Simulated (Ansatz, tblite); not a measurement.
# The cluster Ge₆N: rung by rung

Aim: run the doublet of the cluster Ge₆N at one geometry on many levels, and compare frontier levels, spin and run time.

Computed with Ansatz 0.2.0, Gaussian basis. Level: as each input shows.

Plan: GFN1-xTB, GFN2-xTB, PBE-D4/def2-TZVP, r2SCAN-D4/def2-TZVP, r2SCANh-D4/def2-TZVP, PBE-D4/def2-SVP, PBE0-D4/def2-SVP, MP2/def2-SVP.

2 further runs of the same task are left out: 2 set aside as unsound or not needed.

### 1 The relaxed structure

The doublet was relaxed beforehand with PBE-D4/def2-SVP. At that level it is the lowest of the isomers that a small search found.

7 atoms, charge 0, spin multiplicity 2.

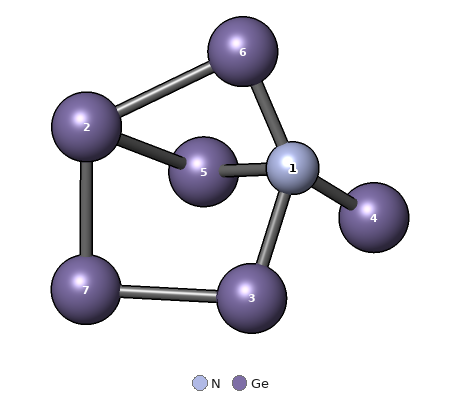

The structure; nitrogen light blue, germanium purple; atoms are numbered from 1 in the order of the file.

PBE0-D4/def2-TZVP was run before; its log isn't repeated, and its numbers join the tables.

### 2 GFN1-xTB

Tight binding, by tblite at 300 K electronic temperature and without a spin-polarisation term:

```python
tblite.interface.Calculator('GFN1-xTB', numbers, positions, charge=0, uhf=1).singlepoint()
```

Energy -356.9586 eV; 0.017 s.

### 3 GFN2-xTB

Tight binding, by tblite at 300 K electronic temperature and without a spin-polarisation term:

```python
tblite.interface.Calculator('GFN2-xTB', numbers, positions, charge=0, uhf=1).singlepoint()
```

Energy -396.8327 eV; 0.02 s.

### 4 PBE-D4/def2-TZVP

start.molden holds the orbitals of an earlier run on this state, given as this run's starting guess.

Input file in.yaml:

```yaml
crystal:
  periodic: [false, false, false]
  atoms:
    - {symbol: N, position_ang: [0.229315, 0.976186, -0.705592]}
    - {symbol: Ge, position_ang: [-1.918913, -0.302094, 1.198207]}
    - {symbol: Ge, position_ang: [1.544071, 0.386851, 0.738079]}
    - {symbol: Ge, position_ang: [1.705553, 0.302227, -1.810728]}
    - {symbol: Ge, position_ang: [-0.112559, -1.275325, -0.634298]}
    - {symbol: Ge, position_ang: [-1.649549, 1.026760, -1.010095]}
    - {symbol: Ge, position_ang: [0.202092, -1.114593, 2.224428]}
basis:
  gaussian: {orbitals: def2-TZVP, initial_orbitals: start.molden}
magnetization: {spin_polarized: true, initial_magnetization: 1}
hamiltonian: {xc: pbe, dispersion: d4}
scf: {omitted_lower_state_checks: [starts]}
output: {forces: true, orbitals: {seedname: orbitals}}
```

Command:

```sh
$ ansatz run in.yaml --threads 6 --pin off --events-out ev --progress --plain --max-ram 7833MiB
```

Log:

```text
Functional definition: PBE
  name "PBE"
  cite "Perdew, Burke & Ernzerhof, Phys. Rev. Lett. 77, 3865 (1996) doi:10.1103/PhysRevLett.77.3865"
  parent pbe
  parameter kappa = 0.804
  parameter beta = 0.06672455060314922
  exchange = pbe_x(kappa = kappa, mu = beta*pi^2/3)
  correlation = pbe_c(beta = beta)
these checks for a lower state are left out or cut short: starts
2303 factors; their error is unknown
mean field evaluation 1: about -340549.6093 eV, gradient 1.4e1 eV
mean field evaluation 2: about -340549.9225 eV, gradient 4.4e-1 eV
mean field evaluation 4: about -340549.8626 eV, gradient 5.5e-2 eV
mean field evaluation 8: about -340549.8627 eV, gradient 1.4e-5 eV
mean field -340549.86265085 eV, -12514.9766194311 hartree, gradient 1.4e-5 eV, S^2 0.757104; 0 other end points of the search recorded, 0 dependent functions left out
the calculation of the forces begins
reference -340549.86268558 eV, -12514.9766207076 hartree; 100, 99 occupied and 219, 220 virtual orbitals, 2303 factors
Total energy: -340550.44661094 eV, -12514.9980795688 hartree
Atom 0 at     0.229315     0.976186    -0.705592 Å, force     0.045110    -0.056089    -0.013694 eV/Å
Atom 1 at    -1.918913    -0.302094     1.198207 Å, force     0.064561    -0.016788    -0.037437 eV/Å
Atom 2 at     1.544071     0.386851     0.738079 Å, force    -0.092589    -0.043368    -0.095229 eV/Å
Atom 3 at     1.705553     0.302227    -1.810728 Å, force    -0.137273    -0.012995     0.121286 eV/Å
Atom 4 at    -0.112559    -1.275325    -0.634298 Å, force     0.031940     0.172570     0.035350 eV/Å
Atom 5 at    -1.649549     1.026760    -1.010095 Å, force     0.106306    -0.072219     0.034838 eV/Å
Atom 6 at     0.202092    -1.114593     2.224428 Å, force    -0.018055     0.028888    -0.045114 eV/Å
Dipole moment:     0.069136     0.113626    -0.171131 e Å
Checks for a lower state left out: starts
```

Run time: 12 s. Hardware: 6 threads of Intel Xeon at 2.70GHz, shared host; peak memory 0.99 GiB.

Report: HOMO -4.47 eV, LUMO -3.90 eV (over both spins); ⟨S²⟩ 0.757 (pure: 0.75).

### 5 r2SCAN-D4/def2-TZVP

in.yaml: that of step 4 with these lines changed.

```diff
@@ -13,4 +13,4 @@
 magnetization: {spin_polarized: true, initial_magnetization: 1}
-hamiltonian: {xc: pbe, dispersion: d4}
+hamiltonian: {xc: r2scan, dispersion: d4}
 scf: {omitted_lower_state_checks: [starts]}
-output: {forces: true, orbitals: {seedname: orbitals}}
+output: {orbitals: {seedname: orbitals}}
```

The command is unchanged.

Log:

```text
Functional definition: r2SCAN
  name "r2SCAN"
  cite "Furness, Kaplan, Ning, Perdew & Sun, J. Phys. Chem. Lett. 11, 8208 (2020) doi:10.1021/acs.jpclett.0c02405"
  cite "Furness, Kaplan, Ning, Perdew & Sun, J. Phys. Chem. Lett. 11, 9248 (2020) doi:10.1021/acs.jpclett.0c03077"
  parent r2scan
  parameter k0 = 0.174
  parameter k1 = 0.065
  parameter a1 = 4.9479
  exchange = r2scan_x(k0 = k0, k1 = k1, a1 = a1)
  correlation = r2scan_c
these checks for a lower state are left out or cut short: starts
2303 factors; their error is unknown
mean field evaluation 1: about -340599.5715 eV, gradient 9.6e0 eV
mean field evaluation 2: about -340599.7135 eV, gradient 2.3e-1 eV
mean field evaluation 4: about -340599.6662 eV, gradient 6.4e-3 eV
mean field -340599.66621350 eV, -12516.8068666005 hartree, gradient 3.2e-5 eV, S^2 0.770597; 0 other end points of the search recorded, 0 dependent functions left out
reference -340599.66622640 eV, -12516.8068670745 hartree; 100, 99 occupied and 219, 220 virtual orbitals, 2303 factors
Total energy: -340599.77859336 eV, -12516.8109964843 hartree
Checks for a lower state left out: starts
```

Wall time 23 s (6 threads of Intel Xeon at 2.70GHz, shared host); peak memory 1.1 GiB.

From the report: HOMO -4.81 eV, LUMO -3.81 eV (over both spins); ⟨S²⟩ 0.771 (pure: 0.75).

### 6 r2SCANh-D4/def2-TZVP

in.yaml: that of step 5 with these lines changed.

```diff
@@ -13,3 +13,3 @@
 magnetization: {spin_polarized: true, initial_magnetization: 1}
-hamiltonian: {xc: r2scan, dispersion: d4}
+hamiltonian: {xc: {name: r2SCANh}, dispersion: d4}
 scf: {omitted_lower_state_checks: [starts]}
```

Launched as before.

Log (excerpt; [...] marks lines left out):

```text
Functional definition: r2SCANh
  name "r2SCANh"
  cite "Bursch, Neugebauer, Ehlert & Grimme, J. Chem. Phys. 156, 134105 (2022) doi:10.1063/5.0086040"
  cite "Furness, Kaplan, Ning, Perdew & Sun, J. Phys. Chem. Lett. 11, 8208 (2020) doi:10.1021/acs.jpclett.0c02405"
  cite "Furness, Kaplan, Ning, Perdew & Sun, J. Phys. Chem. Lett. 11, 9248 (2020) doi:10.1021/acs.jpclett.0c03077"
  parent r2scan
[...]
2151 factors; integrals over basis functions are off by at most 1.1e-3 eV
[...]
mean field -340598.06126885 eV, -12516.7478859723 hartree, gradient 2.5e-5 eV, S^2 0.775718; 0 other end points of the search recorded, 0 dependent functions left out
reference -340598.06128064 eV, -12516.7478864056 hartree; 100, 99 occupied and 219, 220 virtual orbitals, 2151 factors
Total energy: -340598.19180994 eV, -12516.7526832689 hartree
Checks for a lower state left out: starts
```

It took 37 s on 6 threads of Intel Xeon at 2.70GHz, shared host; peak memory 2.3 GiB.

Report: HOMO -5.11 eV, LUMO -3.56 eV (over both spins); ⟨S²⟩ 0.776 (pure: 0.75).

### 7 PBE-D4/def2-SVP

in.yaml: that of step 6 with these lines changed.

```diff
@@ -11,5 +11,5 @@
 basis:
-  gaussian: {orbitals: def2-TZVP, initial_orbitals: start.molden}
+  gaussian: {orbitals: def2-SVP, initial_orbitals: start.molden}
 magnetization: {spin_polarized: true, initial_magnetization: 1}
-hamiltonian: {xc: {name: r2SCANh}, dispersion: d4}
+hamiltonian: {xc: pbe, dispersion: d4}
 scf: {omitted_lower_state_checks: [starts]}
```

The command is unchanged.

Log:

```text
Functional definition: PBE
  name "PBE"
  cite "Perdew, Burke & Ernzerhof, Phys. Rev. Lett. 77, 3865 (1996) doi:10.1103/PhysRevLett.77.3865"
  parent pbe
  parameter kappa = 0.804
  parameter beta = 0.06672455060314922
  exchange = pbe_x(kappa = kappa, mu = beta*pi^2/3)
  correlation = pbe_c(beta = beta)
these checks for a lower state are left out or cut short: starts
2278 factors; their error is unknown
mean field evaluation 1: about -340505.2823 eV, gradient 1.0e1 eV
mean field evaluation 2: about -340505.6314 eV, gradient 3.5e-1 eV
mean field evaluation 4: about -340505.4250 eV, gradient 7.6e-2 eV
mean field evaluation 8: about -340505.4250 eV, gradient 2.3e-5 eV
mean field -340505.42500736 eV, -12513.3435661539 hartree, gradient 2.3e-5 eV, S^2 0.756335; 0 other end points of the search recorded, 0 dependent functions left out
reference -340505.42504180 eV, -12513.3435674196 hartree; 100, 99 occupied and 106, 107 virtual orbitals, 2278 factors
Total energy: -340506.00896717 eV, -12513.3650262808 hartree
Checks for a lower state left out: starts
```

Run time: 5 s. Hardware: 6 threads of Intel Xeon at 2.70GHz, shared host.

HOMO -4.50 eV, LUMO -3.93 eV (over both spins); ⟨S²⟩ 0.756 (pure: 0.75).

### 8 PBE0-D4/def2-SVP

in.yaml: that of step 7 with these lines changed.

```diff
@@ -13,3 +13,3 @@
 magnetization: {spin_polarized: true, initial_magnetization: 1}
-hamiltonian: {xc: pbe, dispersion: d4}
+hamiltonian: {xc: pbe0, dispersion: d4}
 scf: {omitted_lower_state_checks: [starts]}
```

Launched as before.

Log:

```text
Functional definition: PBE0
  name "PBE0"
  cite "Adamo & Barone, J. Chem. Phys. 110, 6158 (1999) doi:10.1063/1.478522"
  cite "Perdew, Burke & Ernzerhof, Phys. Rev. Lett. 77, 3865 (1996) doi:10.1103/PhysRevLett.77.3865"
  parent pbe
  parameter a = 0.25
  parameter kappa = 0.804
  parameter beta = 0.06672455060314922
  exchange = (1 - a)*pbe_x(kappa = kappa, mu = beta*pi^2/3) + a*exact_x
  correlation = pbe_c(beta = beta)
these checks for a lower state are left out or cut short: starts
2036 factors; integrals over basis functions are off by at most 4.2e-4 eV
mean field evaluation 1: about -340512.9456 eV, gradient 4.5e0 eV
mean field evaluation 2: about -340513.0083 eV, gradient 5.8e-2 eV
mean field evaluation 4: about -340513.0239 eV, gradient 3.7e-4 eV
mean field -340513.02386015 eV, -12513.6228188433 hartree, gradient 1.4e-5 eV, S^2 0.766157; 0 other end points of the search recorded, 0 dependent functions left out
reference -340513.02388629 eV, -12513.6228198036 hartree; 100, 99 occupied and 106, 107 virtual orbitals, 2036 factors
Total energy: -340513.52767270 eV, -12513.6413336128 hartree
Checks for a lower state left out: starts
```

Wall time 12 s (6 threads of Intel Xeon at 2.70GHz, shared host); peak memory 1.4 GiB.

HOMO -5.37 eV, LUMO -3.30 eV (over both spins); ⟨S²⟩ 0.766 (pure: 0.75).

### 9 MP2/def2-SVP

in.yaml: that of step 8 with these lines changed.

```diff
@@ -13,3 +13,3 @@
 magnetization: {spin_polarized: true, initial_magnetization: 1}
-hamiltonian: {xc: pbe0, dispersion: d4}
+correlation: {method: mp2}
 scf: {omitted_lower_state_checks: [starts]}
```

The command is unchanged.

Log:

```text
Functional definition: HF
  name "HF"
  cite "Fock, Z. Phys. 61, 126 (1930) doi:10.1007/BF01340294"
  parent pbe
  exchange = exact_x
  correlation = 0
these checks for a lower state are left out or cut short: starts
2036 factors; integrals over basis functions are off by at most 4.2e-4 eV
mean field evaluation 1: about -340277.0282 eV, gradient 2.0e1 eV
mean field evaluation 2: about -340278.7989 eV, gradient 1.7e0 eV
mean field evaluation 4: about -340278.9696 eV, gradient 4.0e-1 eV
mean field evaluation 8: about -340278.9737 eV, gradient 1.4e-3 eV
mean field -340278.97372850 eV, -12505.0216351498 hartree, gradient 2.2e-6 eV, S^2 0.885939; 0 other end points of the search recorded, 0 dependent functions left out
55 core orbitals not correlated: weight in the atoms' cores, before any rotation towards them, 1.000 or more for the frozen orbitals, at most 0.000 for the correlated occupied ones
reference -340278.97372850 eV, -12505.0216351498 hartree; 45, 44 occupied and 106, 107 virtual orbitals, 2036 factors
second order -40.73972079 eV of doubles, -0.00000000 eV of singles
Total energy: -340319.71344929 eV, -12506.5187922744 hartree
Checks for a lower state left out: starts
```

It took 27 s on 6 threads of Intel Xeon at 2.70GHz, shared host; peak memory 1.4 GiB.

Report: Hartree-Fock HOMO -7.33 eV, LUMO -0.24 eV (over both spins); ⟨S²⟩ 0.886 (pure: 0.75).

### 10 Comparison

```tsv
level	functions	HOMO (eV)	LUMO (eV)	gap (eV)	⟨S²⟩	time
PBE-D4/def2-SVP	206	-4.50	-3.93	0.57	0.756	5 s
PBE-D4/def2-TZVP	319	-4.47	-3.90	0.58	0.757	12 s
r2SCAN-D4/def2-TZVP	319	-4.81	-3.81	0.99	0.771	23 s
r2SCANh-D4/def2-TZVP	319	-5.11	-3.56	1.55	0.776	37 s
PBE0-D4/def2-SVP	206	-5.37	-3.30	2.07	0.766	12 s
PBE0-D4/def2-TZVP	319	-5.32	-3.25	2.07	0.768	37 s
```

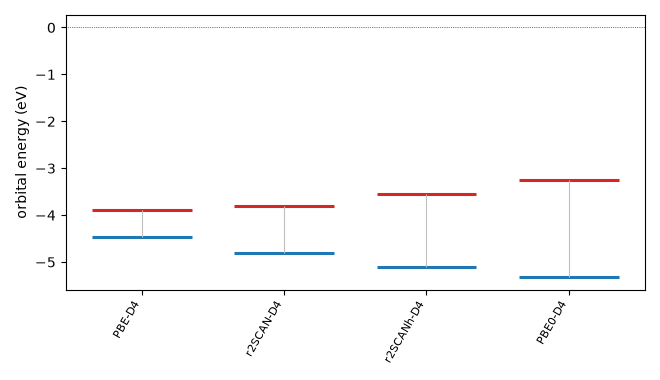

Highest filled (blue) and lowest empty (red) level in def2-TZVP, over both spins.

The pieces so far (eV):

```tsv
basis	HF	MP2 correlation	total
def2-SVP	-340278.9737	-40.7397	-340319.7134 (MP2)
```

### 11 Binding energy

Free atoms were run apart at each level; binding is atoms less cluster, divided by the number of atoms, without zero-point or spin-orbit terms.

```tsv
level	binding an atom (eV)
HF/def2-SVP	1.309
PBE-D4/def2-SVP	3.312
PBE-D4/def2-TZVP	3.325
r2SCAN-D4/def2-TZVP	3.148
r2SCANh-D4/def2-TZVP	3.075
PBE0-D4/def2-SVP	3.078
PBE0-D4/def2-TZVP	3.103
MP2/def2-SVP	2.861
```

### 12 Results

| quantity | value |
| --- | --- |
| gap in def2-TZVP, named functionals, smallest and largest | 0.58 eV (PBE-D4), 2.07 eV (PBE0-D4) |
| correlation energy, MP2/def2-SVP | -40.74 eV |
| binding an atom, functionals in def2-TZVP | 3.07 (r2SCANh-D4) to 3.32 eV (PBE-D4) |
| ⟨S²⟩ in def2-TZVP, named functionals, smallest and largest | 0.757, 0.776 |
| PBE0 total energy, smallest basis above largest | 44.40 eV (def2-SVP, def2-TZVP) |

Over the named functionals in def2-TZVP the gap runs from 0.58 eV (PBE-D4) to 2.07 eV (PBE0-D4); exact exchange widens it. Over the named functionals in def2-TZVP spin contamination reaches 0.03 (r2SCANh-D4), which is small.

The slowest run with a step of its own, r2SCANh-D4/def2-TZVP, took 37 s; the quickest functional in def2-TZVP took 12 s (shared host).
